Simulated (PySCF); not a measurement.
Molecule: SMILES CO[Te]N (CH5NOTe). Atoms near the plane z = 0.0 Å, at the B3LYP/def2-SVP optimised geometry (x, y, z in Å): Te1 (-0.8, -1.8, 0.0), O2 (-1.3, 0.1, 0.0), H5 (-1.6, 1.8, 1.0), N7 (1.2, -1.8, 0.0), H8 (1.6, -1.5, 0.9), H9 (1.6, -1.4, -0.8).

Calculation: B3LYP/def2-TZVP, def2 effective core potentials past Kr (PySCF 2.14.0). The core electrons that the potentials of Te replace are not part of the density. Cells within 0.4 Å of a nucleus heavier than hydrogen are left out (blank, or x). The values are rescaled to run from 0 to 1.

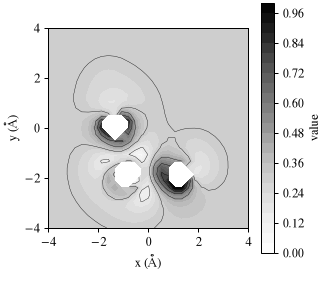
Figure: a field on the plane z = 0.0 Å.

### Question
Which quantity is mapped?
A) an orbital amplitude
B) electrostatic potential
C) Laplacian of the electron density
D) deformation density (molecule minus spherical neutral atoms)

### Answer
D, deformation density (molecule minus spherical neutral atoms). In full: deformation density (molecule minus spherical neutral atoms) (e/bohr³).
